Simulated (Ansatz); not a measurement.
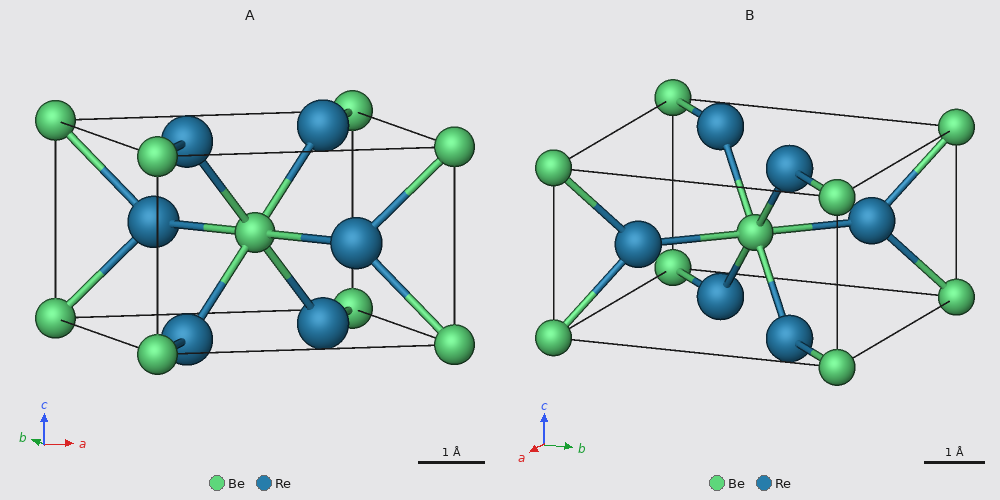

Two structures of BeRe$_{2}$, each relaxed to rest (conventional cells in solid outline, small ones repeated, not to one scale). Method: DFT PBE, scalar-relativistic, plane waves, PAW (Ansatz), without spin polarisation.

### Describe A and B.

A: 6 atoms a cell on a primitive orthorhombic lattice, Pnnm. B: 6 atoms a cell on a primitive tetragonal lattice, P4_2/mnm.

### What is the energy order of the two?

A is lower, by 294 meV/atom at this level of theory (energies at zero smearing). Volumes: A 12.9, B 13.3 Å³/atom.

One or both may be structure types tried for this composition rather than known phases.
